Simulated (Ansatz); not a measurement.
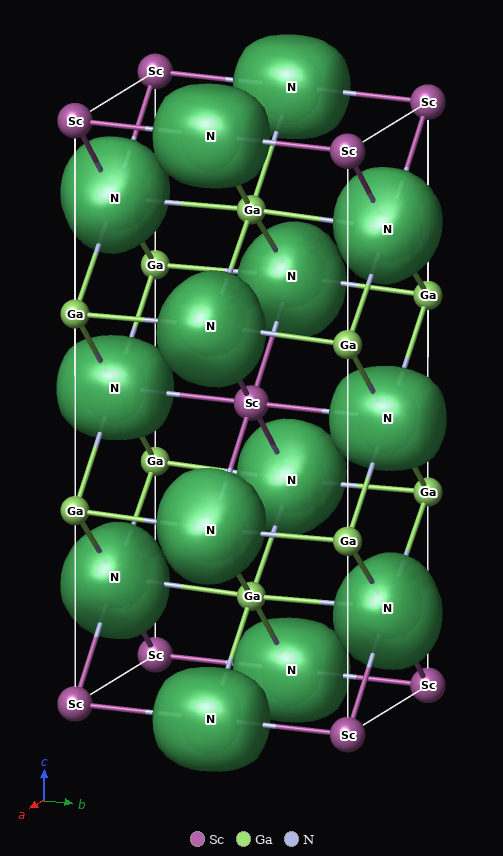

*ScGa₂N₃. Isosurface of the ELF at 0.75 (green), seen slightly off an axis. Core shells and regions of very low density are left out. Sticks mark near contacts.*

Space group Immm; a generated structure, not necessarily the stable one.

Computed with DFT PBE, scalar-relativistic, plane waves, PAW (Ansatz 0.2.0).

In a PAW calculation such maps are meaningful between the atoms, not at the nuclei.

```
Sc Ga N
1.0
     3.07031    0.00000    0.00000
     0.00000    4.46356    0.00000
     0.00000    0.00000    9.09955
Sc Ga N
2 4 6
Direct
  0.00000 0.00000 0.00000
  0.50000 0.50000 0.50000
  0.00000 0.00000 0.66858
  0.50000 0.50000 0.16858
  0.00000 0.00000 0.33142
  0.50000 0.50000 0.83142
  0.00000 0.50000 0.32521
  0.50000 0.00000 0.82521
  0.50000 0.00000 0.17479
  0.00000 0.50000 0.67479
  0.00000 0.50000 0.00000
  0.50000 0.00000 0.50000
```

Identify the bonds, lone pairs and shells in this picture.

Answer. The surface consists of six regions wrapped around N (the valence shell of each), counted in one cell of 12 atoms. Any copies at cell faces, edges or corners count once. Along the contacts the grid gives the following. Ga–N (2.09 Å): the ELF peaks at about 0.85 in the valence shell of N, 0.7 Å from its nucleus, and is about 0.40 at the midpoint. Sc–N (2.21 Å): the ELF peaks at about 0.80 in the valence shell of N, 0.7 Å from its nucleus, and is about 0.20 at the midpoint: no shared electron pair shows on this line.
